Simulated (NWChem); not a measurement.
# Run report: GaCl3, geometry relaxation (part 4 of 4)

Continued. System: GaCl3, SMILES [Cl][Ga]([Cl])[Cl]. Method: HF/6-31G*, RHF (NWChem 7.3.0). The geometry comes from this level: PBE0-D4/def2-TZVP.

Geometry of the input (Å):
```
Cl 2.0417  0.5386  0.0000
Ga -0.0000  0.0000  -0.0000
Cl -1.4873  1.4989  0.0000
Cl -0.5544  -2.0375  0.0000
```

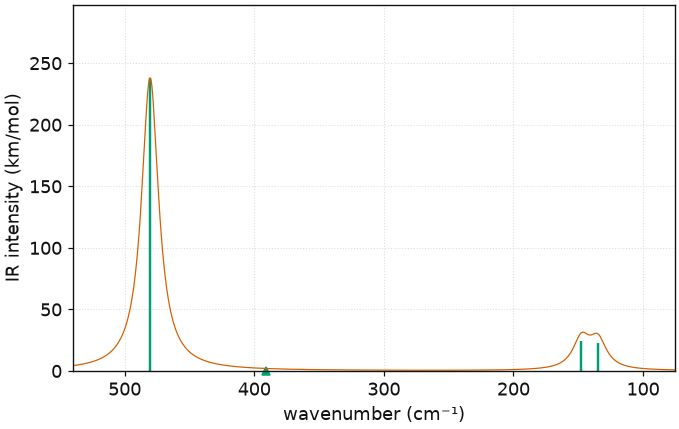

Figure 1. Harmonic infrared spectrum, unscaled: sticks (degenerate modes added up, dark ones marked on the axis) with a Lorentzian envelope of 16 cm⁻¹ full width, scaled to the tallest stick. 6 modes from 135 to 480 cm⁻¹, none imaginary. The strongest line is at 480 cm⁻¹ (238 km/mol). All modes, in cm⁻¹ (km/mol): 135 (11.5), 135 (11.5), 148 (24), 391 (0.0), 480 (119), 480 (119).

Summary:

- outcome: converged
- total energy: −3301.585721 hartree
- basis functions: 86
- largest force: 0.000 eV/Å
- zero-point energy: 0.004028 hartree
- wavenumbers, lowest and highest: 135 and 480 cm⁻¹
- hardware: 1 thread of AMD EPYC (Zen 5), 16 GiB of memory available, shared host
- wall time: 60 s
- peak memory: 0.14 GiB

Remarks:

Further notes kept with the run: entropy took another symmetry number than the shape has.
